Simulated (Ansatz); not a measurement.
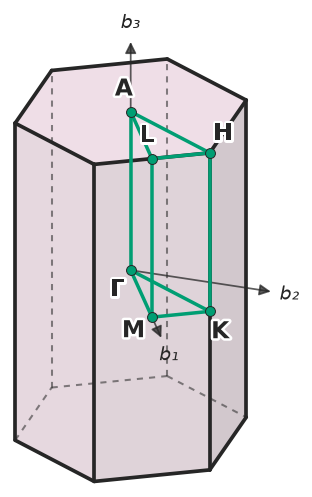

The figure shows the first Brillouin zone with its special points and a band path. Crystal: TlSb3Mo3, the end point of a relaxation (final pressure about 5 GPa) with DFT, PAW plane waves, r2scan (Ansatz); the starting structure was generated, so it need not be a known form of this composition. Symmetry computed with spglib at a tolerance of 0.002 Å; standard conventional cell.

Labels and path follow the convention of Hinuma et al. (2017), as computed by seekpath; the arrows show the directions of the reciprocal primitive vectors b₁, b₂, b₃.

**Which Bravais lattice has this zone?**

A primitive hexagonal lattice (hP; extended symbol hP2). The zone is a hexagonal prism in its combinatorial type: 8 faces (6 with 4 edges, 2 with 6 edges), 18 edges, 12 vertices.

**In which order does the conventional band path visit the special points?**

Γ–M–K–Γ–A–L–H–A | L–M | H–K
